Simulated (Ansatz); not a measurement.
Partial pair distribution functions of a relaxed model of amorphous Ti20O43Y2, broadened by 0.06 Å; density 3.44 g/cm³. Level of theory: PBE, scalar-relativistic without spin-orbit coupling (plane waves to 420 eV, PAW; Ansatz, a quantum-chemistry and plane-wave program).

It comes from a melt-quench run on a machine-learned potential (CHGNet), relaxed afterwards by DFT. O atoms were pushed apart under 1.9 Å during the dynamics, to hinder bonds among them. The hot cell started wider than the set density and was brought back towards it in steps. It is the lowest in DFT energy of 2 quenches. It is a model cell: composition and starting density were chosen by hand, and all elements were melted together. No dispersion term was used. Its density started from a set value of 3.74 and ended at 3.44 g/cm³. The quench (nominally 240 K/ps over its main leg) was far faster than any real one, so the model tends to hold more defects than a real film. A cell of this size samples the disorder only roughly. Volume and shape were free in the relaxation. On a 2×2×2 Γ-centred mesh force components of up to 0.12 eV/Å stay, since the relaxation ran on the zone centre alone.

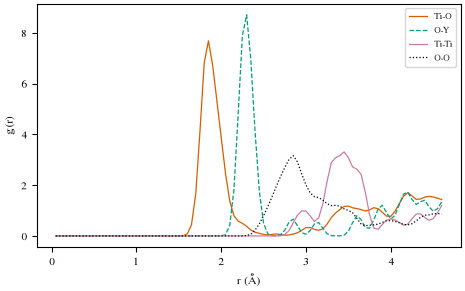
Figure. Partial pair distribution functions

Highest peaks under 4.5 Å: Ti-O near 1.85 Å, O-Y near 2.30 Å, Ti-Ti near 3.45 Å, O-O near 2.85 Å; pairs of few atoms are noisy.

Within 2.48 Å each Ti has 4.85 O neighbours on average.
